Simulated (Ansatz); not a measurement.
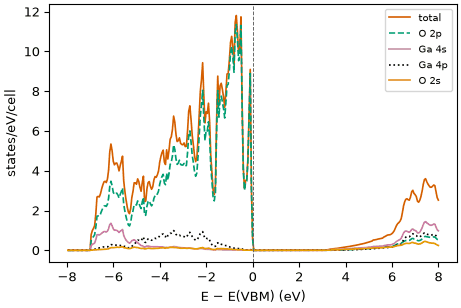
Figure. Total and projected density of states of Ga$_{2}$O$_{3}$ in space group C2/m (No. 12; Pearson symbol mS20), DFT-r²SCAN in the program Ansatz with PAW potentials

### Question
Which orbitals carry the states next to the gap?

### Answer
Top 1 eV of the valence band: O 2p 96 %. Bottom 1 eV of the conduction band: Ga 4s 50 %, O 2s 29 %, O 2p 11 %, Ga 4p 9 %. Projections are on Löwdin-orthogonalised atomic valence shells; empty p or d shells of many metals are not among them.

### Question
Where is the tallest occupied peak in this window, and what makes it?

### Answer
Near -0.7 eV, about 12 states/eV per cell; the largest projected share is O 2p.

The r²SCAN relaxation kept the symmetry of its start. Scalar-relativistic: spin–orbit coupling is off unless named, which matters more the heavier the elements.

Potentials: the earlier of the program's two PAW sets.
